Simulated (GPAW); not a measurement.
Consider TiSi2 (Zhiqinite, Fddd).

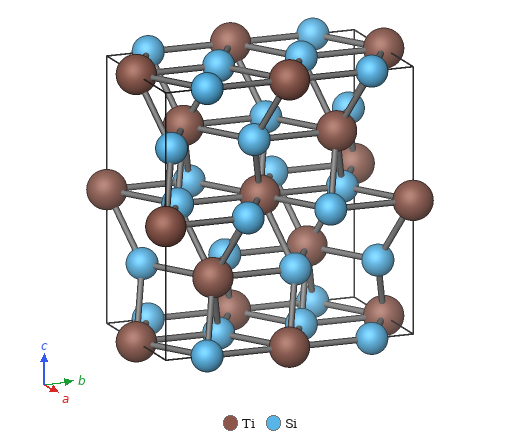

The structure (titanium brown, silicon blue). Some periodic images of atoms are drawn too.

```xyz
6
Lattice="0.0000 4.1180 4.2615 2.3865 0.0000 4.2615 2.3865 4.1180 0.0000" Properties=species:S:1:pos:R:3 pbc="T T T"
Ti    2.3865    4.1180    4.2615
Ti    3.5797    6.1770    6.3922
Si    2.3865    6.8606    4.2615
Si    2.3865    1.3754    4.2615
Si    1.1932    3.4344    2.1307
Si    1.1932    0.6836    2.1307
```

Absorber: atom 1, with 4 Si at 2.54 Å, 2 Si at 2.74 Å, 4 Si at 2.75 Å and 4 Ti at 3.19 Å (14-fold, site symmetry 222). Method: GPAW, LDA, excited-electron core hole (neutral cell), 18-atom cell with 5.9 Å between holes, 6×6×6 k points, dipole transitions, Gaussian full width 0.94 eV up to 4 eV, rising linearly to 3.5 eV at 25 eV.

The database entry behind the starting cell is an old determination (1939), so it need not match the best structure at ambient conditions.

**Question.** Where do the maxima of the Ti K edge fall?

Main maxima up to 30 eV above the zero (height): 6.3 eV (0.98), 9.9 eV (1.50) and 24.7 eV (1.68). A K edge sees empty p states, which here mix into the lowest empty bands, so that weight starts at the zero. The total-energy difference is 4969.27 eV. One term is added: -22.68 eV, since the hole is spin-paired here and a spin-polarised one costs that much less in the free atom (computed apart). The photon energy is then 4946.59 eV. The tabulated edge of the element is 4966 eV. The functional leaves an error in such absolute values: in the free atom LDA prices this hole 13.2 eV below PBE (computed apart), and PBE is itself good to a few eV.

The Ti K spectrum (energy from the lowest empty level; intensity scaled to a mean of 1 over the first 20 eV; polarised curves are means over the symmetry-equivalent atoms):

```tsv
E (eV)	isotropic	ε ∥ x	ε ∥ y	ε ∥ z
-2.0	0.00	0.00	0.00	0.00
-0.5	0.01	0.01	0.01	0.01
1.0	0.20	0.20	0.16	0.25
2.5	0.41	0.30	0.34	0.59
4.0	0.86	0.98	0.67	0.95
5.5	0.95	0.89	0.86	1.09
7.0	0.95	0.89	1.04	0.92
8.5	1.17	1.21	1.25	1.05
10.0	1.50	1.60	1.54	1.35
11.5	1.18	1.19	1.18	1.17
13.0	0.97	0.79	1.13	0.98
14.5	1.06	0.86	1.36	0.97
16.0	1.26	1.22	1.45	1.11
17.5	1.32	1.48	1.30	1.19
19.0	1.34	1.71	1.30	1.01
20.5	1.37	1.73	1.38	1.01
22.0	1.49	1.74	1.52	1.20
23.5	1.64	1.75	1.69	1.48
25.0	1.68	1.58	1.73	1.72
26.5	1.60	1.40	1.60	1.81
28.0	1.45	1.24	1.35	1.76
29.5	1.24	1.04	1.00	1.68
31.0	1.03	0.81	0.71	1.57
```

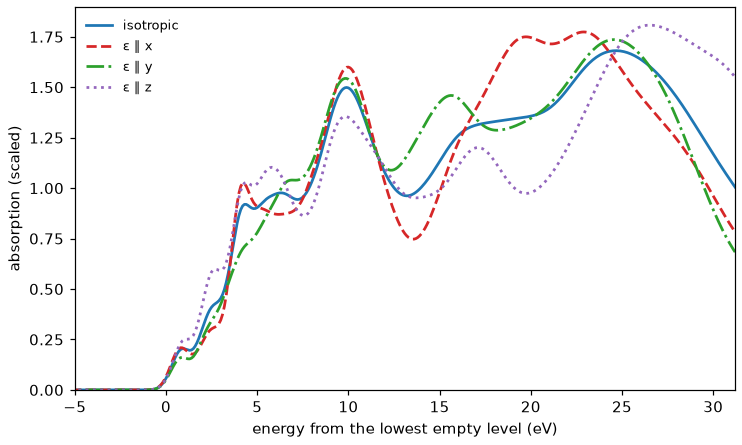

The Ti K edge.

Quadrupole 1s→3d transitions, which feed the pre-edge, are not in the dipole spectrum. The holes are only 5.9 Å apart, so the shape is probably not converged with cell size; no larger cell was run here. Lifetime broadening is put in by hand, and intensities beyond about 20 eV depend on it and on the partial waves. The structure is a published determination, not relaxed.

[Banner, clock and machine lines of the logs are left out without a mark of their own.]

[Logs are printed without paths, hosts, clocks, repeated set-up lines and the standing remarks that a program may print on its own settings, such as how far it seeks lower states.]

[Hosts, paths, dates, database ids (printed as entryN), source tags and the programs' standing remarks are cut or masked in the printed files.]

[Lists of maxima count a maximum above −3 eV only where it reaches 4 % of the highest in the window and stands out from its surroundings by 2 % of it (1.5 % where it reaches 55 %); shoulders and weaker maxima are passed over, and of the rest the first, up to two pre-edge ones and the few strongest are named.]
